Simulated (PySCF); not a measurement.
Cr(CO)6, SMILES [O+]#[C-]->[Cr](<-[C-]#[O+])(<-[C-]#[O+])(<-[C-]#[O+])(<-[C-]#[O+])<-[C-]#[O+] (C₆CrO₆), B3LYP/def2-SVP optimised geometry. Atoms within 1.6 Å of the plane z = 0.0 Å (x, y, z in Å): Cr1 (0.00, 0.00, 0.00), O2 (-3.06, 0.00, 0.00), C3 (-1.92, 0.00, 0.00), O4 (0.00, -3.06, 0.00), C5 (0.00, -1.92, 0.00), O6 (0.00, 3.06, 0.00), C7 (0.00, 1.92, 0.00), O8 (3.06, 0.00, 0.00), C9 (1.92, 0.00, 0.00).

Method: B3LYP/def2-TZVP (PySCF). Cells within 0.4 Å of a nucleus heavier than hydrogen are left out (blank, or x).

Map of the deformation density (molecule minus spherical neutral atoms) (e/bohr³), clipped to [-0.15, 0.15] on the plane z = 0.0 Å:

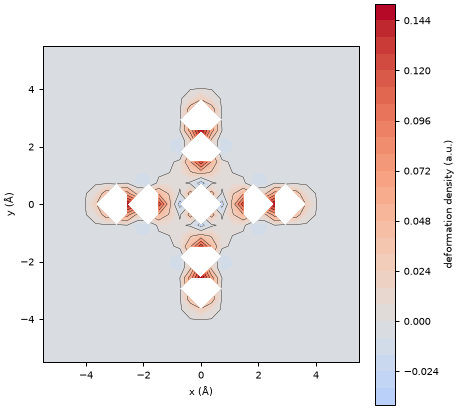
Fig. 1. Deformation density (molecule minus spherical neutral atoms) (e/bohr³), clipped to [-0.15, 0.15] on the plane z = 0.0 Å.
